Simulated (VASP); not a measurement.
Band structure of PtS2 (space group P-3m1). Computed with SCAN meta-GGA, VASP's PBE PAW potentials (set 64) (plane waves; VASP).

Unless said otherwise, spin-orbit coupling is left out, though it shifts the bands of the heavy elements here.

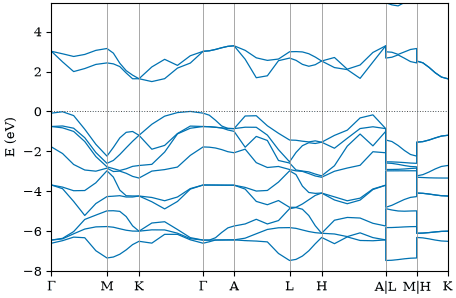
*Bands along high-symmetry lines, zero at the valence-band maximum or, without a gap, the Fermi level*

Question: Read the plot: is there a gap, and where are the band edges?

Answer: The gap is indirect, 1.42 eV, from the valence maximum at K-Γ at 0.80 to the conduction minimum at (0.00, 0.25, 0.40).

The structure comes from a measured PtS2 entry (P-3m1) of the Crystallography Open Database, whose conditions weren't checked. It was relaxed first, which changed the volume by +8 %.
